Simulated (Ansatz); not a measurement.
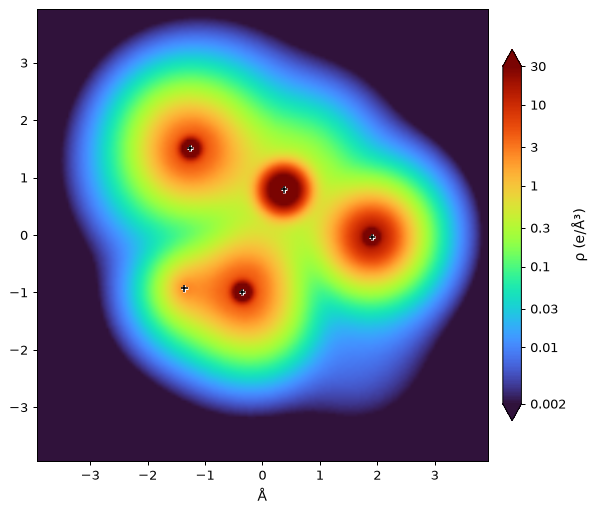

The electron density on a plane through atoms (crosses mark nuclei in the plane).

Computed with RKS PBE0-D4/def2-TZVPP (Ansatz 0.2.0).

Candidates:
A. FH7N2Si···H2O
B. BCl2FH2O···HCl
C. Cl2H3InO

Question: Which system is this?

Answer: Candidate A: FH7N2Si···H2O on the plane of atoms N2, Si1 and F7, which holds Si, N, F and H. Si–F (1.74 Å): ρ is about 0.83 e/Å³ halfway. Si–N (1.78 Å): ρ is about 1 e/Å³ halfway.
